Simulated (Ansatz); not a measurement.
## Electronic structure of H$_{6}$W···HBr in real space

```xyz
9

W    -0.5970   -0.6077    0.3143
H     0.0179    0.0116    1.7702
H     1.0034   -0.2233    0.1972
H    -0.2310    0.9971    0.1970
H    -1.7331    0.3096   -0.5420
H     0.3317   -1.7331   -0.5439
H    -0.0229   -0.0280   -1.1167
Br    2.3815    2.4749    1.7694
H     1.4319    1.4891    1.3385
```

Core potentials replace the inner electrons of W.

All numbers below come from RKS r2SCAN/def2-SVP in Ansatz 0.2.0.

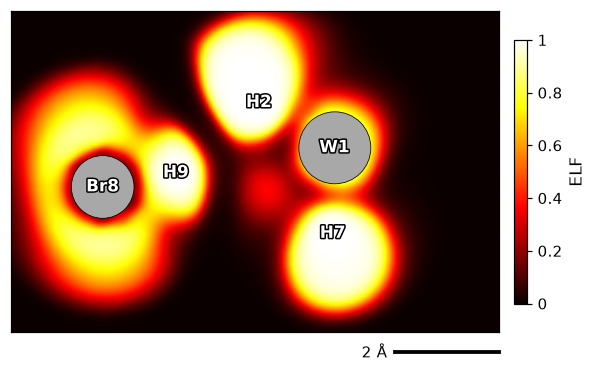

Figure 1. Electron localisation function on the plane of atoms H2, W1 and H7. Grey discs cover the atomic cores.

What do the fields say about this system?

Answer. The section cuts through W, H and Br sites.
W1···H9 (3.09 Å): the ELF dips to about 0.05 between them.
Br–H (1.43 Å): the ELF climbs to about 1 towards the hydrogen, as it does in any bond to H.
W–H (1.65 Å): the ELF climbs to about 1 towards the hydrogen.
The ELF also peaks beside Br8, away from the bonds: lone-pair regions.

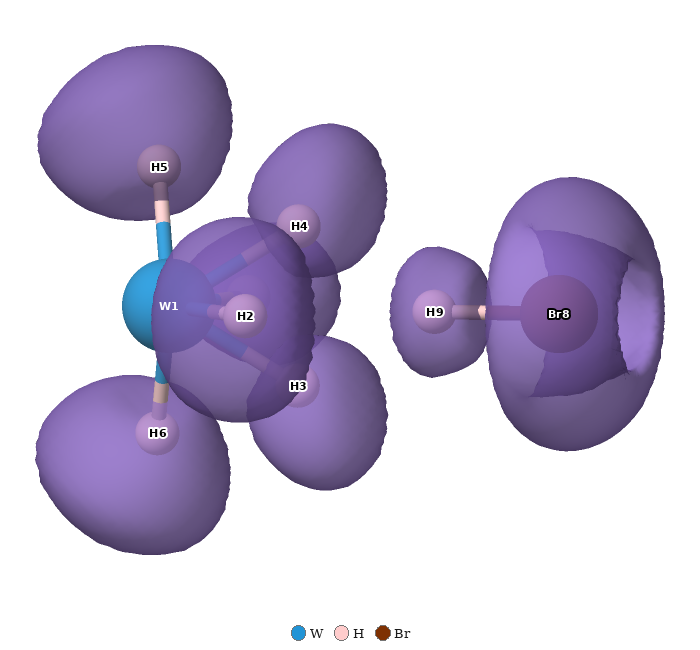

Figure 2. Isosurface of the electron localisation function at 0.8 (purple), seen at a tilt. Core shells and regions of very low density are left out.

Identify the bonds, lone pairs and shells in this picture.

Answer. At this value the surface marks out seven regions around hydrogen nuclei and one ring or bowl of non-bonding electrons around Br.

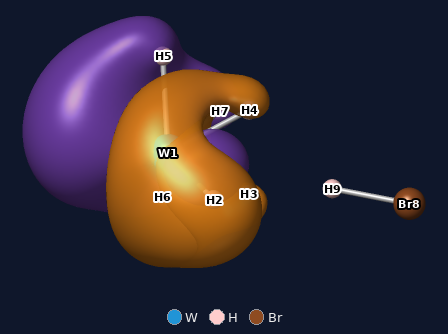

Figure 3. The LUMO at ±0.08 Å⁻³ᐟ² (orange and purple are the two phases), seen at a tilt.

Where does this orbital lie, and at what energy?

Answer. By Hirshfeld shares it lies mainly on W1 (about 75 %) and H2 (about 5 %). Its energy is −3.11 eV.
